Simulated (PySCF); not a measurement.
# One shape, several levels: SiH3S (SMILES [SiH2]S)

Aim: a comparison of 3 runs (UMP2/STO-3G, UCISD/STO-3G, FCI/STO-3G) of SiH3S. Input form: a Python script.

The results are computed with PySCF 2.14.0.

6 further runs of the same task are left out: 6 set aside as unsound or not needed.

## 1. The system as given

SiH3S: 5 atoms, total charge 0, spin state doublet. As SMILES, `[SiH2]S`. The Si1–H4 distance was set to 3.273 Å, away from the relaxed value. At this shape a bond of the SMILES string is far longer than usual.

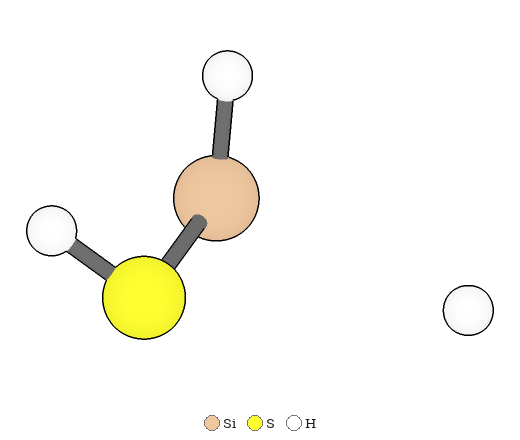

The structure, seen from a chosen angle (silicon light orange, sulfur yellow, hydrogen white).

## 2. A single-point energy at UMP2/STO-3G (run 1)

Contents of job.py:

```python
from pyscf import gto, scf, mp

system = gto.M(
    atom='''
Si     2.865766    -0.973133     0.822823
S      3.563831     2.995291     0.850791
H      2.869167    -2.036671     3.434991
H     -2.721773    -1.593417    -1.757256
H      5.708103     2.822004     2.199677
''',
    basis='sto-3g',
    charge=0,
    verbose=4,
    unit='bohr',
    spin=1,
    max_memory=1860,
)

myscf = scf.UHF(system)
myscf.conv_tol = 1e-10
myscf.kernel()
if not myscf.converged:
    myscf = myscf.newton().run(myscf.mo_coeff, myscf.mo_occ)

pt = mp.MP2(myscf, frozen=10).run()
energy = pt.e_tot
print(f'total energy: {energy:.8f} hartree')
```

Started as:

```bash
$ OMP_NUM_THREADS=1 python job.py
```

Output:

```text
PySCF version 2.14.0

[... 105 lines left out ...]
converged SCF energy = -680.331890940055  <S^2> = 0.75200686  2S+1 = 2.0020059
[... 1 line left out ...]
******** <class 'pyscf.mp.ump2.UMP2'> ********
nocc = (np.int64(7), np.int64(6)), nmo = (11, 11)
frozen orbitals 10
E(UMP2) = -680.385771852505  E_corr = -0.0538809124496232
E(SCS-UMP2) = -680.393289239994  E_corr = -0.0613982999387238
E_corr(same-spin) = -0.00376014807787383
E_corr(oppo-spin) = -0.0501207643717494
total energy: -680.38577185 hartree
```

It took 0.77 s on 1 thread of Arm Neoverse V2, shared host; peak memory 0.11 GiB.

## 3. The energy at UCISD/STO-3G (run 2)

Contents of input.py:

```python
from pyscf import gto, scf, ci

mol = gto.M(
    atom='''
Si   1.516498  -0.514960   0.435419
S    1.885898   1.585040   0.450219
H    1.518298  -1.077760   1.817719
H   -1.440300  -0.843200  -0.929900
H    3.020598   1.493340   1.164019
''',
    verbose=3,
    basis='sto-3g',
    max_memory=1860,
    spin=1,
)

mf = scf.UHF(mol)
mf.conv_tol = 1e-10
mf.kernel()
if not mf.converged:
    mf = mf.newton().run(mf.mo_coeff, mf.mo_occ)

cisd = ci.CISD(mf, frozen=10)
cisd.kernel()
etot = cisd.e_tot
print('E = %.10f Eh' % etot)
```

Started as:

```bash
$ OMP_NUM_THREADS=1 python input.py
```

Output:

```text
converged SCF energy = -680.331890938124  <S^2> = 0.75200687  2S+1 = 2.0020059
E(UCISD) = -680.4073587021103  E_corr = -0.07546776398626517
E = -680.4073587021 Eh
```

It took 0.79 s on 1 thread of Arm Neoverse V2, shared host; peak memory 0.1 GiB.

## 4. A single-point energy at FCI/STO-3G (run 3)

Contents of run.py:

```python
from pyscf import gto, scf, mcscf

mol = gto.M(
    atom=[
    ('Si', (1.516498, -0.514960, 0.435419)),
    ('S', (1.885898, 1.585040, 0.450219)),
    ('H', (1.518298, -1.077760, 1.817719)),
    ('H', (-1.440300, -0.843200, -0.929900)),
    ('H', (3.020598, 1.493340, 1.164019)),
],
    basis='sto-3g',
    max_memory=1860,
    spin=1,
    verbose=4,
)

mf = scf.ROHF(mol)
mf.conv_tol = 1e-10
mf.kernel()
if not mf.converged:
    mf = mf.newton().run(mf.mo_coeff, mf.mo_occ)

cas = mcscf.CASCI(mf, mf.mo_coeff.shape[-1] - 10, (mol.nelec[0] - 10, mol.nelec[1] - 10))  # full CI above the frozen core
cas.fix_spin_(ss=0.75)
cas.kernel()
e_final = cas.e_tot
print('E(%s) = %.9f' % ('FCI', e_final))
```

Started as:

```bash
$ OMP_NUM_THREADS=1 python run.py
```

Output:

```text
PySCF version 2.14.0

[... 71 lines left out ...]
converged SCF energy = -680.331923179779
[... 1 line left out ...]
******** <class 'pyscf.mcscf.casci.CASCI'> ********
CAS (7e+6e, 11o), ncore = 10, nvir = 0
natorb = False
canonicalization = True
sorting_mo_energy = False
******** <class 'pyscf.fci.addons.SpinPenaltyFCISolver'> ********
max. cycles = 200
conv_tol = 1e-08
davidson only = True
linear dependence = 1e-12
level shift = 0.001
max iter space = 12
nroots = 1
pspace_size = 400
spin = None
Density matrix diagonal elements [1.99329755 1.97377676 1.96960116 1.97131261 1.97899987 1.93378469
 1.00016005 0.07236046 0.04048702 0.03312716 0.03309266]
CASCI converged
CASCI E = -680.412916835669  E(CI) = -28.3887092164632  S^2 = 0.7500000
E(FCI) = -680.412916836
```

Run time: 4.5 s. Hardware: 1 thread of Arm Neoverse V2, shared host; peak memory 0.15 GiB.

## 5. All runs side by side

| run | level | energy (Eh) | dipole moment (D) of the reference | HOMO energy (eV) | LUMO energy (eV) | wall time |
| --- | --- | --- | --- | --- | --- | --- |
| 1 | UMP2/STO-3G | -680.385772 | 1.32 | -5.23 | 5.60 | 0.77 s |
| 2 | UCISD/STO-3G | -680.407359 | 1.32 | -5.23 | 5.60 | 0.79 s |
| 3 | FCI/STO-3G | -680.412917 | 1.32 | – | – | 4.5 s |

## 6. Results

| quantity | value |
| --- | --- |
| run 3: total energy | -680.41292 Eh |
| run 3: dipole moment (Hartree–Fock density) | 1.32 D |
| run 3: correlation energy (10 core orbitals frozen) | -81.0 mEh |

Against full CI in this basis: UMP2 +27.1 mEh; UCISD +5.6 mEh. In runs 1, 2, 3 the basis is minimal, so the values are rough. All runs together took 6.1 s, the longest 4.5 s.
